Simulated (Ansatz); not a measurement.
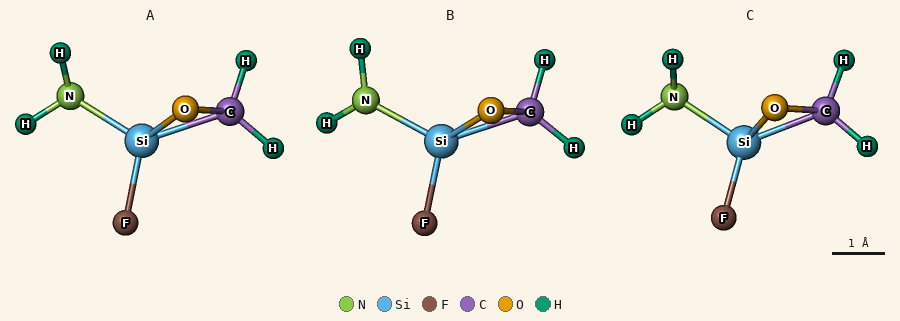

3 geometries from one relaxation of CH4FNOSi (coarse preliminary run), in shuffled order. The picture is a ball-and-stick view, seen face on.

The start comes from a force field.

All numbers below come from Ansatz 0.2.0, RKS PBE-D4/def2-SVP. (force threshold 0.03 eV/Å; at most 200 steps)

> Put them in the order of the run, from the start to the converged end.

C, A, B. They are steps 0, 2, 10, at +1.161 eV, +0.094 eV relative to the last. After 9 accepted moves (10 points after the start) the energy has fallen by 1.161 eV. The largest force component goes from 3.5 to 0.024 eV/Å. The line search rejected the trial step at point 5 of the run. An H atom moves most after the best rigid fit: 0.48 Å. Largest moves by element: H 0.48 Å, Si 0.41 Å, O 0.40 Å, N 0.38 Å, F 0.15 Å, C 0.10 Å. Some distances before and after: C–O 1.440 → 1.535 Å, C–Si 1.742 → 1.815 Å, H–N 1.081 → 1.020 Å, N–Si 1.639 → 1.701 Å. Among the angles between lasting bonds that change: Si–N–H 105.8° → 122.2°, N–Si–O 102.0° → 118.1°, F–Si–O 103.8° → 119.9°. Cost: 11 s on 2 threads of Intel Xeon 6975P-C, on a shared host.
